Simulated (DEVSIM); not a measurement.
System: Ni/SiO2/p-Si capacitor, at 400 K.

| layer (left to right) | material | thickness (nm) | Na (cm⁻³) |
|---|---|---|---|
| 1 | SiO2 | 6.10 | - |
| 2 | Si | 930 | 3.8e17 |

Metal gate on the left, work function 5.1 eV. Fixed charge at the semiconductor interface -7.3e10 cm⁻² (in units of +e); interface traps 1.3e10 cm⁻² eV⁻¹, uniform in energy, neutral level at 0.3 of the gap above the valence band.

This is a model device: material constants are rounded textbook-type values typed into the input, and sizes, dopings and lifetimes were drawn at random. Values at 300 K; Nc and Nv go as T^1.5, mobilities as T to minus their exponent, the gap by Varshni's rule with the affinity fixed.

```tsv
parameter	SiO2	Si
gap (eV)	9	1.124
affinity (eV)	0.9	4.05
permittivity	3.9	11.7
Nc (cm⁻³)	-	2.86e19
Nv (cm⁻³)	-	3.1e19
Varshni α (eV/K)	-	0.000473
Varshni β (K)	-	636
```

Simulated with DEVSIM: 1D Poisson equation in equilibrium, Boltzmann statistics, complete ionisation; no quantum confinement or tunnelling. Metal contacts follow the ideal Schottky-Mott rule: no Fermi-level pinning, no interface dipoles.

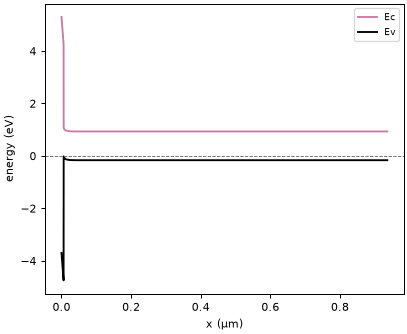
Band edges at -1.1 V on the gate

Energies count from the Fermi level of the right contact; mesh points crowd at the junctions.

| x (μm) | Ec (eV) | Ev (eV) | n (cm⁻³) | p (cm⁻³) | field (V/cm) |
|---|---|---|---|---|---|
| 0.000 | 5.300 | -3.700 | < 1e2 | < 1e2 | -1700000 |
| 0.0009808 | 5.129 | -3.871 | < 1e2 | < 1e2 | -1700000 |
| 0.002375 | 4.886 | -4.114 | < 1e2 | < 1e2 | -1700000 |
| 0.004142 | 4.577 | -4.423 | < 1e2 | < 1e2 | -1700000 |
| 0.005753 | 4.296 | -4.704 | < 1e2 | < 1e2 | -1700000 |
| 0.006568 | 1.063 | -0.034 | 1800000 | 1.8e19 | -410000 |
| 0.008144 | 1.018 | -0.078 | 6500000 | 5.0e18 | -200000 |
| 0.01266 | 0.969 | -0.128 | 2.8e7 | 1.2e18 | -62000 |
| 0.02013 | 0.943 | -0.154 | 5.8e7 | 5.5e17 | -18000 |
| 0.03383 | 0.932 | -0.165 | 8.0e7 | 4.0e17 | -2700 |
| 0.06175 | 0.930 | -0.167 | 8.5e7 | 3.8e17 | -70 |
| 0.1418 | 0.930 | -0.167 | 8.5e7 | 3.8e17 | ≈ 0 |
| 0.2651 | 0.930 | -0.167 | 8.5e7 | 3.8e17 | ≈ 0 |
| 0.5016 | 0.930 | -0.167 | 8.5e7 | 3.8e17 | ≈ 0 |
| 0.7564 | 0.930 | -0.167 | 8.5e7 | 3.8e17 | ≈ 0 |
| 0.8453 | 0.930 | -0.167 | 8.5e7 | 3.8e17 | ≈ 0 |
| 0.8889 | 0.930 | -0.167 | 8.5e7 | 3.8e17 | ≈ 0 |
| 0.9127 | 0.930 | -0.167 | 8.5e7 | 3.8e17 | ≈ 0 |
| 0.9271 | 0.930 | -0.167 | 8.5e7 | 3.8e17 | ≈ 0 |
| 0.9319 | 0.930 | -0.167 | 8.5e7 | 3.8e17 | ≈ 0 |
| 0.9345 | 0.930 | -0.167 | 8.5e7 | 3.8e17 | ≈ 0 |
| 0.9361 | 0.930 | -0.167 | 8.5e7 | 3.8e17 | ≈ 0 |
